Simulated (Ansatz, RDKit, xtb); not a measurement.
# Isomers of C4H12OSi, a sample narrowed down, part 2 of 2

Which of a sample of isomers of C4H12OSi is the most stable in the gas at 298.15 K, and what are its properties? The sample is small against all isomers, and the most stable one of this formula need not be in it.

xtb, Ansatz and PySCF; isolated molecules. The steps go on from the part before.

## 9. The final energy

Each finalist gets a single point at CCSD(T)/def2-SVP + MP2/def2-TZVPP - MP2/def2-SVP.

c557d, CCSD(T)/def2-SVP:

Contents of input.yaml:

```yaml
crystal:
  periodic: [false, false, false]
  atoms:
    - {symbol: C, position_ang: [-2.742795, -0.273976, -0.440779]}
    - {symbol: C, position_ang: [-1.747262, -1.241101, 0.195350]}
    - {symbol: C, position_ang: [-0.302261, -0.719251, 0.201397]}
    - {symbol: C, position_ang: [-0.485534, 0.488257, 3.058661]}
    - {symbol: O, position_ang: [-0.763145, 2.155898, 0.804721]}
    - {symbol: Si, position_ang: [0.058178, 0.774264, 1.296758]}
    - {symbol: H, position_ang: [-2.470614, -0.064790, -1.489885]}
    - {symbol: H, position_ang: [-2.765930, 0.690805, 0.090554]}
    - {symbol: H, position_ang: [-3.762944, -0.689063, -0.441394]}
    - {symbol: H, position_ang: [-2.063109, -1.465704, 1.231092]}
    - {symbol: H, position_ang: [-1.786865, -2.207327, -0.339866]}
    - {symbol: H, position_ang: [0.388205, -1.515010, 0.542918]}
    - {symbol: H, position_ang: [0.020154, -0.490043, -0.833604]}
    - {symbol: H, position_ang: [1.540484, 1.011713, 1.242202]}
    - {symbol: H, position_ang: [0.014955, -0.390870, 3.495652]}
    - {symbol: H, position_ang: [-0.247290, 1.362327, 3.685076]}
    - {symbol: H, position_ang: [-1.573950, 0.324782, 3.113078]}
    - {symbol: H, position_ang: [-0.629337, 2.424377, -0.111559]}
basis:
  gaussian:
    orbitals: def2-SVP
correlation:
  method: ccsd_t
  frozen_orbitals: {Si: 5, C: 1, H: 0, O: 1}
```

Run with:

```
$ ansatz run input.yaml --threads 4 --pin off --max-ram 7830MiB --events-out events.jsonl --progress --plain --runs-dir runs
```

The log of the run, shortened:

```text
Warning: RAYON_NUM_THREADS=4 ignored (pool sized by the plan → 4); use --threads N
Functional definition: HF
  name "HF"
[...]
1509 factors; integrals over basis functions are off by at most 1.1e-3 eV
[...]
mean field -14205.79907170 eV, -522.0534868486 hartree, gradient 2.9e-6 eV, S^2 0.000000; 0 other end points of the search recorded, 0 dependent functions left out
10 core orbitals not correlated: weight in the atoms' cores, before any rotation towards them, 1.000 or more for the frozen orbitals, at most 0.000 for the correlated occupied ones
reference -14205.79907170 eV, -522.0534868486 hartree; 19, 19 occupied and 119, 119 virtual orbitals, 1509 factors
second order -23.66821848 eV of doubles, -0.00000000 eV of singles
cycle   1  -25.00883167 eV  change    -1.3e0 eV  update   9.9e-2
[...]
cycle   8  -25.74808673 eV  change    8.8e-6 eV  update   2.7e-5
perturbative correction -0.70210711 eV, -0.0258019602 hartree
Total energy: -14232.24926554 eV, -523.0255135434 hartree
```

Run time: 30 s. Hardware: 4 threads of Arm Neoverse V1, shared host; peak memory 1.3 GiB.

## 10. c557d at MP2/def2-TZVPP

Edit input.yaml of step 9 so:

```diff
@@ -23,5 +23,6 @@
   gaussian:
-    orbitals: def2-SVP
+    orbitals: def2-TZVPP
+total_charge: 0
 correlation:
-  method: ccsd_t
+  method: mp2
   frozen_orbitals: {Si: 5, C: 1, H: 0, O: 1}
```

Run with:

```
$ ansatz run input.yaml --threads 4 --pin off --max-ram 7830MiB --events-out events.jsonl --progress --plain --runs-dir runs
```

The log of the run:

```text
Warning: RAYON_NUM_THREADS=4 ignored (pool sized by the plan → 4); use --threads N
[... 2 set-up lines as earlier in the session ...]
  exchange = exact_x
  correlation = 0
2104 factors; integrals over basis functions are off by at most 1.2e-3 eV
mean field evaluation 1: about -14209.5215 eV, gradient 5.1e1 eV
mean field evaluation 2: about -14209.7985 eV, gradient 5.1e1 eV
mean field evaluation 4: about -14215.9059 eV, gradient 5.4e0 eV
mean field evaluation 8: about -14216.0022 eV, gradient 2.9e-1 eV
mean field evaluation 16: about -14216.0025 eV, gradient 2.0e-6 eV
mean field -14216.00246810 eV, -522.4284547501 hartree, gradient 2.0e-6 eV, S^2 0.000000; 0 other end points of the search recorded, 0 dependent functions left out
10 core orbitals not correlated: weight in the atoms' cores, before any rotation towards them, 1.000 or more for the frozen orbitals, at most 0.000 for the correlated occupied ones
reference -14216.00246810 eV, -522.4284547501 hartree; 19, 19 occupied and 336, 336 virtual orbitals, 2104 factors
second order -29.35812832 eV of doubles, -0.00000000 eV of singles
Total energy: -14245.36059642 eV, -523.5073460662 hartree
```

It took 12 s on 4 threads of Arm Neoverse V1, shared host; peak memory 1.3 GiB.

## 11. c103a at CCSD(T)/def2-SVP

Contents of input.yaml:

```yaml
crystal:
  periodic: [false, false, false]
  atoms:
    - symbol: C
      position_ang: [-1.368849, 1.153977, -1.277326]
    - symbol: C
      position_ang: [-0.772819, -0.223847, -0.959150]
    - symbol: C
      position_ang: [-1.287401, -1.265170, -1.964346]
    - symbol: C
      position_ang: [0.761074, -0.165109, -1.012097]
    - symbol: O
      position_ang: [-0.679312, -2.232195, 1.212879]
    - symbol: Si
      position_ang: [-1.304058, -0.737215, 0.789784]
    - symbol: H
      position_ang: [-1.024722, 1.923965, -0.565871]
    - symbol: H
      position_ang: [-2.471856, 1.141296, -1.253908]
    - symbol: H
      position_ang: [-1.064860, 1.482603, -2.288443]
    - symbol: H
      position_ang: [-0.884927, -2.270248, -1.749164]
    - symbol: H
      position_ang: [-0.974296, -1.002220, -2.991628]
    - symbol: H
      position_ang: [-2.389000, -1.330747, -1.961911]
    - symbol: H
      position_ang: [1.211786, -1.133791, -0.739395]
    - symbol: H
      position_ang: [1.104161, 0.092516, -2.031214]
    - symbol: H
      position_ang: [1.163671, 0.596748, -0.323756]
    - symbol: H
      position_ang: [-2.804363, -0.750916, 0.854886]
    - symbol: H
      position_ang: [-0.759510, 0.224148, 1.790739]
    - symbol: H
      position_ang: [-1.111763, -3.002314, 0.827566]
basis:
  gaussian:
    orbitals: def2-SVP
correlation:
  method: ccsd_t
  frozen_orbitals: {Si: 5, C: 1, H: 0, O: 1}
```

Run with:

```
$ ansatz run input.yaml --threads 4 --pin off --max-ram 7830MiB --events-out events.jsonl --progress --plain --runs-dir runs
```

The log of the run, shortened:

```text
Warning: RAYON_NUM_THREADS=4 ignored (pool sized by the plan → 4); use --threads N
[... 2 set-up lines as earlier in the session ...]
[...]
1502 factors; integrals over basis functions are off by at most 1.6e-3 eV
[...]
mean field -14205.29733998 eV, -522.0350485478 hartree, gradient 1.3e-6 eV, S^2 0.000000; 0 other end points of the search recorded, 0 dependent functions left out
10 core orbitals not correlated: weight in the atoms' cores, before any rotation towards them, 1.000 or more for the frozen orbitals, at most 0.000 for the correlated occupied ones
reference -14205.29733998 eV, -522.0350485478 hartree; 19, 19 occupied and 119, 119 virtual orbitals, 1502 factors
second order -23.81989009 eV of doubles, -0.00000000 eV of singles
cycle   1  -25.10444290 eV  change    -1.3e0 eV  update   1.0e-1
[...]
cycle   8  -25.87758002 eV  change    1.8e-5 eV  update   3.3e-5
perturbative correction -0.72747321 eV, -0.0267341474 hartree
Total energy: -14231.90239321 eV, -523.0127662207 hartree
```

Run time: 31 s. Hardware: 4 threads of Arm Neoverse V1, shared host; peak memory 1.3 GiB.

## 12. Free energies and the winner

Energies in kcal/mol from c557d; G adds the thermal terms to the CCSD(T)/def2-SVP + MP2/def2-TZVPP - MP2/def2-SVP energy. The columns left of the relaxed level are at the tight-binding geometries.

| label | SMILES | spin | GFN2-xTB | HF/STO-3G | r2SCAN-D4/def2-SVP | r2SCAN-D4/def2-SVP, relaxed | HF/def2-SVP | MP2/def2-SVP | CCSD(T)/def2-SVP + MP2/def2-TZVPP - MP2/def2-SVP | G | share at equilibrium | T1 |
| --- | --- | --- | --- | --- | --- | --- | --- | --- | --- | --- | --- | --- |
| c557d | CCC[Si@H](C)O | singlet | 0.0 | 0.0 | 0.0 | 0.0 | 0.0 | 0.0 | 0.0 | 0.0 | 100.0 % | 0.009 |
| c103a | CC(C)(C)[SiH2]O | singlet | -7.6 | 14.3 | 11.7 | 10.9 | 11.6 | 8.1 | 9.8 | 9.4 | < 0.1 % | 0.009 |
| c076a | C[SiH2]OC(C)C | singlet | -9.3 | 4.8 | 12.2 | 11.7 | 8.3 | 12.1 | 13.9 | 12.4 | < 0.1 % | 0.010 |

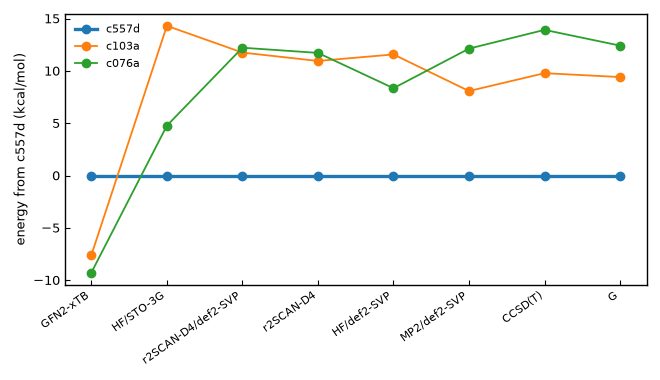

The finalists at each level, measured from c557d.

Lowest found: c557d, `CCC[Si@H](C)O`, a singlet. Some bond lengths: C1–C2 1.527 Å, C2–C3 1.536 Å, C3–Si6 1.887 Å, C4–Si6 1.866 Å, O5–Si6 1.681 Å, C1–H7 1.104 Å, C1–H8 1.102 Å, C1–H9 1.101 Å, C2–H10 1.106 Å, C2–H11 1.105 Å, C3–H12 1.108 Å, C3–H13 1.108 Å, Si6–H14 1.502 Å, C4–H15 1.102 Å, C4–H16 1.101 Å, C4–H17 1.102 Å. Some angles: C1–C2–C3 113.6°, C2–C3–Si6 116.8°, C3–Si6–C4 111.8°, C3–Si6–O5 112.8°, C4–Si6–O5 105.1°, C1–C2–H10 109.4°, C1–C2–H11 109.2°, C3–C2–H10 109.5°, C3–C2–H11 109.4°, C2–C1–H7 110.8°.

```xyz
18

C    -2.7428   -0.2740   -0.4408
C    -1.7473   -1.2411    0.1953
C    -0.3023   -0.7193    0.2014
C    -0.4855    0.4883    3.0587
O    -0.7631    2.1559    0.8047
Si    0.0582    0.7743    1.2968
H    -2.4706   -0.0648   -1.4899
H    -2.7659    0.6908    0.0906
H    -3.7629   -0.6891   -0.4414
H    -2.0631   -1.4657    1.2311
H    -1.7869   -2.2073   -0.3399
H     0.3882   -1.5150    0.5429
H     0.0202   -0.4900   -0.8336
H     1.5405    1.0117    1.2422
H     0.0150   -0.3909    3.4957
H    -0.2473    1.3623    3.6851
H    -1.5739    0.3248    3.1131
H    -0.6293    2.4244   -0.1116
```

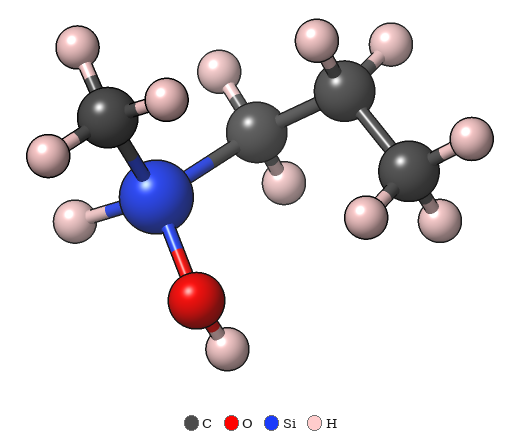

The lowest structure found, seen from a chosen angle (carbon dark grey, oxygen red, silicon blue, hydrogen pink).

## 13. Results

The summary covers parts 1 to 2.

| quantity | value |
| --- | --- |
| lowest structure found | CCC[Si@H](C)O, singlet |
| next finalist | CC(C)(C)[SiH2]O, singlet, 9.4 kcal/mol higher in G |
| share at equilibrium, among the finalists | 100.0 % |
| funnel | 41 starts, 41 minima at GFN2-xTB, 18 screening runs, 4 relaxed, 3 ranked |
| CPU time of all runs | 20 min |

In words: The lowest structure found is `CCC[Si@H](C)O`. Among the finalists first place is clear (9.4 kcal/mol); structures outside the list aren't covered. HF/STO-3G, r2SCAN-D4/def2-SVP, r2SCAN-D4/def2-SVP, relaxed, HF/def2-SVP and MP2/def2-SVP already put its bonding pattern lowest among the structures in one piece; GFN2-xTB favours the singlet CC(C)(C)O[SiH3] (c288a, not a finalist). The largest share of the time went into the relaxations (47 %). 12 minima inside the window were never screened. Lowest found is not proven lowest: the search is finite, and each finalist counts with one conformer. Only 14 drawn patterns were tried, so whole families of isomers are missing, and the result ranks this sample alone.
